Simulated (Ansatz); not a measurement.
# Ru (P6_3/mmc, 2 atoms in the cell): zone-centre modes under pressure, part 2 of 2

Wanted: Grüneisen parameters and pressure coefficients of the modes of Ru (P6_3/mmc, 2 atoms in the cell).

Ansatz 0.2.0; DFT LDA, scalar-relativistic, plane waves, PAW; PAW set soft_1.

So far, highest optical mode at the zone centre (no LO-TO term) (cm⁻¹): step 5 (modes at rest) 278; step 7 (volume ratio 1.06) 236.

### 9. Modes of this member: 0.9 times the volume at rest

The zone-centre modes follow for 0.9 times the volume at rest.

Contents of input.yaml:

```yaml
crystal:
  lattice:
    - [2.5790098788, 0.0, 0.0]
    - [-1.2895049394, 2.2334880716, 0.0]
    - [0.0, 0.0, 4.089514766]
  atoms:
    - { symbol: Ru, position: [0.3333333333, 0.6666666667, 0.25] }
    - { symbol: Ru, position: [0.6666666667, 0.3333333333, 0.75] }
kpoints:
  mp_grid: { grid: [18, 18, 12] }
hamiltonian:
  xc: lda
  pseudopotentials: { kind: paw, azcp: { folder: soft_1 }, xc_functional: pbe }
scf:
  occupations: { method: methfessel_paxton, width: 0.2 }
output:
  eigenvalues: true
phonons:
  method: dfpt
```

Started as:

```bash
$ ansatz run input.yaml --threads 4 --pin off --max-ram 10240MiB --backend cpu --events-out ev --progress --plain --runs-dir out
```

Numbers of over 12 decimals in the logs are rounded to 6 here.

Log:

```text
[...]
Crystal: 2 atoms, lattice volume = 23.556 Å³
Basis set: ecut = 420 eV, 463 PW (Γ), exchange–correlation on 36×36×60 points (8 copies of the dense FFT grid, shifted against one another)
Bands: 20, of which v1, the nominal top of the filled ones, is band 16 counted from 1 (15 counted from 0)
Symmetry: 24 space group operations
k-points: 637 of 3888 (irreducible under 4 space group operations, time reversal used)
[...]
k-point 2: bands = [... 12 lower, 24.1524, 24.7668, 24.7668, 26.1403, 26.1403, 27.8355, 28.8570, 28.8570, ... 4 higher]
  k-point 636: bands = [... 12 lower, 24.2185, 24.2185, 25.6869, 25.6869, 29.4595, 29.4595, 33.4204, 33.4204, ... 4 higher]
[...]
ASR residual: 1.060e-4 → 0.000e0 eV/Å²; symmetrization residual: 7.923e-13 eV/Å²
  ASR residual per site (eV/Å²): 1.06e-4 1.06e-4
  Γ frequencies (cm⁻¹): 0.00 0.00 0.00 244.96 244.96 356.09
[...]
[key lines of the parts left out:]
SCF converged after 8 iterations
Free energy (F): -11516.297858 eV
Fermi energy:    27.376220 eV
```

Run time: 8.8 s. Hardware: 4 threads of AMD EPYC 9B45 (Zen 5), shared host; peak memory 1.2 GiB; 31 s of CPU time.

Numbers from this step:

| Quantity | Value |
| --- | --- |
| sum-rule residual before enforcement | 1.06e-4 eV/Å² |
| highest optical mode at the zone centre (no LO-TO term) | 356.1 cm⁻¹ |
| lowest optical zone-centre mode | 245.0 cm⁻¹ |

Patterns of degenerate modes are one choice out of their space. Modes at Γ:

```
mode  frequency (cm⁻¹)  symmetry
   1               0.0  acoustic
   2               0.0  acoustic
   3               0.0  acoustic
   4             245.0       E2g
   5             245.0       E2g
   6             356.1       B1g
```

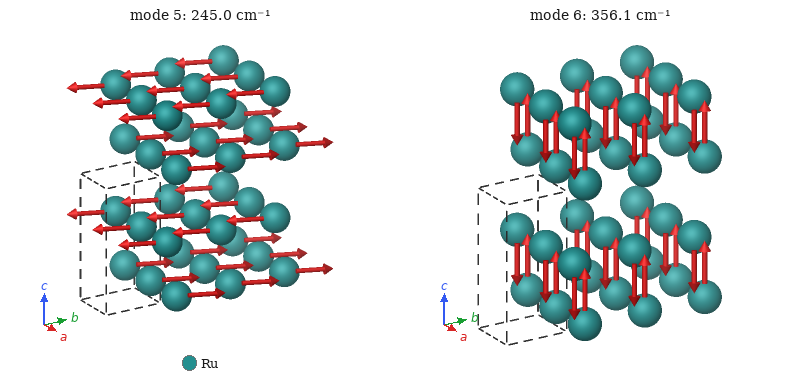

Displacement patterns of modes 5 and 6 at Γ; arrows are exaggerated. 3×3×2 cells are drawn.

The lowest optical mode is real, 245 cm⁻¹, and the highest lies at 356.1 cm⁻¹.

For the highest optical mode at the zone centre (no LO-TO term), step 5 gave 278 cm⁻¹; this run, with volume ratio 0.9, gives 356 cm⁻¹ (+28 %).

### 10. The series together

The members are set side by side, also those not shown above.

Each row is one cell with its response, relaxed at fixed volume as far as symmetry leaves anything free; energies are extrapolated to zero smearing, and E0 is that at rest; shape and atoms are relaxed in each cell where symmetry leaves them free; all runs use 18×18×12 k points and Methfessel-Paxton smearing of 0.2 eV. State of the crystal along the series:

```
volume ratio  V (Å³/atom)  pressure (GPa)  E - E0 (meV/atom)  first cell vector (Å)  third cell vector (Å)
         0.9        11.78           49.61              183.3                  2.579                   4.09
        0.92        12.04           37.29              112.5                  2.599                  4.117
        0.94         12.3            26.3              60.75                  2.618                  4.145
        0.96        12.56           16.51              25.93                  2.637                  4.172
        0.98        12.82           7.781              6.235                  2.656                  4.198
        0.99        12.96           3.779              1.522                  2.666                  4.211
           1        13.09        0.002125                  0                  2.675                  4.224
        1.02        13.35          -6.926              5.779                  2.693                  4.249
        1.04        13.61          -13.09              22.23                  2.712                  4.274
        1.06        13.87          -18.57               48.2                   2.73                  4.298
```

Each mode is tracked from rest by its pattern, and modes that stay within 0.3 cm⁻¹ of each other stand once; shape and atoms are relaxed in each cell where symmetry leaves them free; all runs use 18×18×12 k points and Methfessel-Paxton smearing of 0.2 eV. Optical modes along the series:

```
V (Å³/atom)  mode 4 E2g (cm⁻¹)  mode 6 B1g (cm⁻¹)
      11.78                245              356.1
      12.04              237.8              339.4
       12.3              230.9              323.3
      12.56              224.3              307.7
      12.82              217.8              292.5
      12.96              214.7              285.1
      13.09              211.6              277.7
      13.35              205.5              263.3
      13.61              199.7              249.3
      13.87                194              235.6
```

From cubic fits (parabolas where under five rows exist) of ln ω and P against ln V through the rows within about 4 % of rest: γ = −d ln ω / d ln V and dω/dP = γ ω / B. Slopes at rest:

```
      mode  fitted frequency at rest (cm⁻¹)  Grüneisen parameter γ  dω/dP (cm⁻¹/GPa)
mode 4 E2g                            211.6                   1.45              0.84
mode 6 B1g                            277.7                   2.62              1.99
```

### 11. What came out

- members: 10
- highest optical mode at the zone centre (no LO-TO term), at rest: 277.7 cm⁻¹
- bulk modulus at rest: 366 GPa
- mode 4 E2g, γ: 1.45
- mode 6 B1g, γ: 2.62

What this shows: The series spans -18.6 to 49.6 GPa, and the slope at rest gives a bulk modulus of 366 GPa. Among the modes in the table of slopes γ runs from 1.45 (mode 4 E2g) to 2.62 (mode 6 B1g). One k mesh and one cutoff serve the ground states and modes of all volumes. These are harmonic frequencies at zero temperature: anharmonic shifts, linewidths and thermal expansion are left out. With no gap, or one that is small against the smearing, the frequencies hang on the k mesh and the smearing, most of all near Kohn anomalies. The PAW files were made for PBE; the program adapts parts of them to the functional of the run, but their partial waves stay those of PBE, an approximation that was not tested in this session. Only the zone centre was solved, so an instability at another wavevector cannot show here.

[Logs are printed without paths, hosts, clocks, repeated set-up lines and the standing remarks that a program may print on its own settings, such as how far it seeks lower states.]

[Hosts, paths, dates, database ids (printed as entryN), source tags and the programs' standing remarks are cut or masked in the printed files.]
